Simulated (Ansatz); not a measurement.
One crystal and one scan (scan of one atom of the cell) at two levels, PBE (plane waves to 420 eV, PAW, scalar-relativistic; Ansatz, a program for electronic structure) and PBEsol (plane waves to 420 eV, PAW, scalar-relativistic; Ansatz), each from its own relaxed cell and on its own mesh. The cell shown is that of PBE.

Starting cell, HfO2 (tetragonal-ZrO2 type, space group P4_2/nmc):

```
HfO2
1.0
    3.60482     0.00000     0.00000
    0.00000     3.60482     0.00000
    0.00000     0.00000     5.26502
Hf O
2 4
Direct
  0.00000   0.00000   0.00000
  0.50000   0.50000   0.50000
  0.00000   0.50000   0.19324
  0.00000   0.50000   0.69324
  0.50000   0.00000   0.30676
  0.50000   0.00000   0.80676
```

Scan: atom 6 (O, nearest neighbour Hf at 2.070 Å; its periodic images, 3.6 Å or more away, move with it) is displaced along Cartesian [110], direction (0.707, 0.707, 0.000) in Cartesian axes, by s. The other atoms stay.

The energy includes the smearing's −TS. HfO2 is run without spin polarisation. HfO2 was relaxed with its symmetry unable to fall. Spin-orbit coupling is left out, though Hf is heavy. The PAW data are Ansatz's earlier set. This is a high-temperature form of HfO2. (PBE) Left out: 4 of 11 points, with atoms too close for the PAW data. (PBEsol) Left out: 4 of 11 points, with atoms too close for the PAW data. Percentages come from the unrounded values. Both scans cover s from -0.372 to 0.372 Å.

```
quantity                                                            PBE  PBEsol     PBE − PBEsol
----------------------------------------------------------------  -----  ------  ---------------
Lattice constant a (Å)                                            3.605   3.568  +0.037 (+1.0 %)
Lattice constant c (Å)                                            5.265   5.167  +0.098 (+1.9 %)
Relaxed volume (Å³/atom)                                          11.40   10.96   +0.44 (+4.0 %)
Band gap of the relaxed cell, no spin-orbit coupling (eV)          4.67    4.57   +0.10 (+2.2 %)
Energy at s = 0.372 Å (meV/cell)                                    811     866     -55 (-6.3 %)
Force along the line at s = -0.372 Å (eV/Å)                       4.482   4.784  -0.302 (-6.3 %)
Force constant k = d²E/ds² at s = 0 (finite differences) (eV/Å²)  11.39   12.16   -0.77 (-6.4 %)
```

PBE gives the higher value for: lattice constant a; lattice constant c; relaxed volume; band gap of the relaxed cell, no spin-orbit coupling. PBE gives the lower value for: energy at s = 0.372 Å; force along the line at s = -0.372 Å; force constant k = d²E/ds² at s = 0. Both give the same symmetry of the curve: even: the same for both signs. Neither level is exact: the differences show how much the result hangs on the functional.

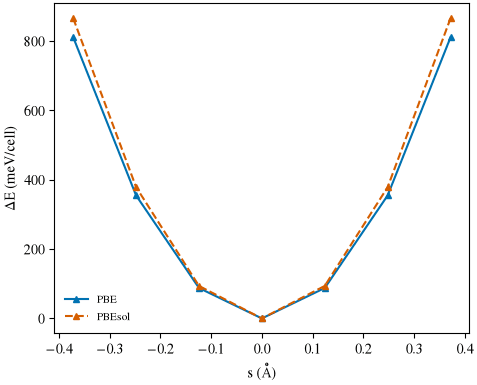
*ΔE, each from the undisplaced structure of its own level.*

(For displaced atoms, the force is minus the slope of the energy, and its curvature is a force constant, which sets phonon frequencies.)
